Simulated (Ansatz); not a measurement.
```yaml
atoms:
  - { symbol: C, position_ang: [-0.0091, -0.2703, 2.2452] }
  - { symbol: B, position_ang: [0.4745, 0.1631, 0.8226] }
  - { symbol: O, position_ang: [1.8019, 0.3391, 0.4912] }
  - { symbol: Si, position_ang: [-0.7370, 0.5392, -0.7619] }
  - { symbol: C, position_ang: [-0.1766, -0.3345, -2.3502] }
  - { symbol: F, position_ang: [-2.3238, 0.0025, -0.3808] }
  - { symbol: H, position_ang: [-0.7547, 0.4370, 2.6313] }
  - { symbol: H, position_ang: [-0.5312, -1.2358, 2.1813] }
  - { symbol: H, position_ang: [0.7934, -0.3654, 2.9891] }
  - { symbol: H, position_ang: [2.4773, 0.1983, 1.1789] }
  - { symbol: H, position_ang: [-0.8741, 2.0232, -1.0192] }
  - { symbol: H, position_ang: [-0.1758, -1.4211, -2.2198] }
  - { symbol: H, position_ang: [0.8459, -0.0163, -2.5821] }
  - { symbol: H, position_ang: [-0.8238, -0.0882, -3.1969] }
```

Method: RKS PBE0/6-31G (Ansatz 0.2.0).

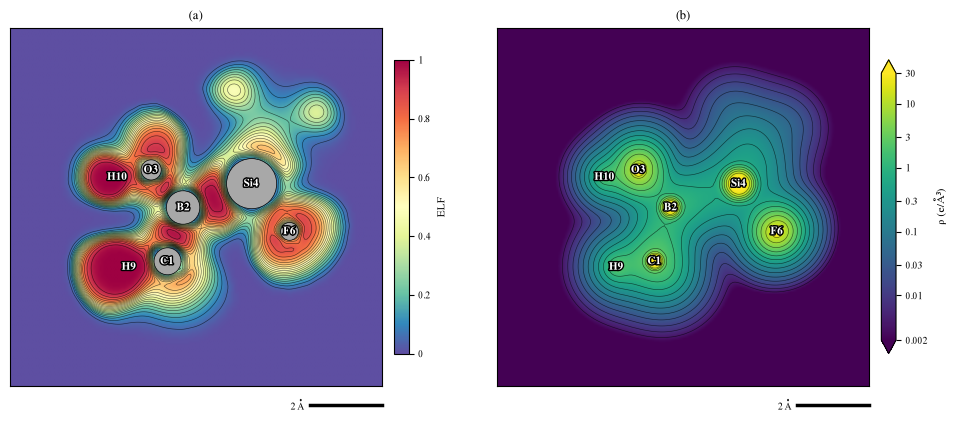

C$_{2}$H$_{8}$BFOSi (SMILES CB(O)[SiH](C)F). (a) ELF; (b) total electron density on the plane of atoms B2, C1 and H9. Grey discs cover the atomic cores in the ELF map.

Question: Read the bonding off the picture.

Answer: The section cuts through C, B, O, Si, F and H sites.
B–O (1.38 Å): ρ at the midpoint is about 1.8 e/Å³; the ELF peaks at about 0.90 between the atoms; a polar covalent bond.
C–B (1.56 Å): ρ is about 1.4 e/Å³ halfway; the ELF peaks at about 0.95 between the atoms: localised, covalent bonding.
Si–F (1.72 Å): the density is about 0.73 e/Å³ at the midpoint; the ELF peaks at about 0.85 in the valence shell of F, 0.5 Å from its nucleus, and is about 0.40 at the midpoint.
Si–B (2.03 Å): the density is about 0.72 e/Å³ at the midpoint; the ELF peaks at about 1 between the atoms: a shared electron pair.
O–H (0.97 Å): ρ is about 3.4 e/Å³ halfway; the ELF climbs to about 1 towards the hydrogen, as it does in any bond to H: an ordinary covalent bond to hydrogen.
The ELF also peaks beside F6 and O3, away from the bonds: lone-pair regions.
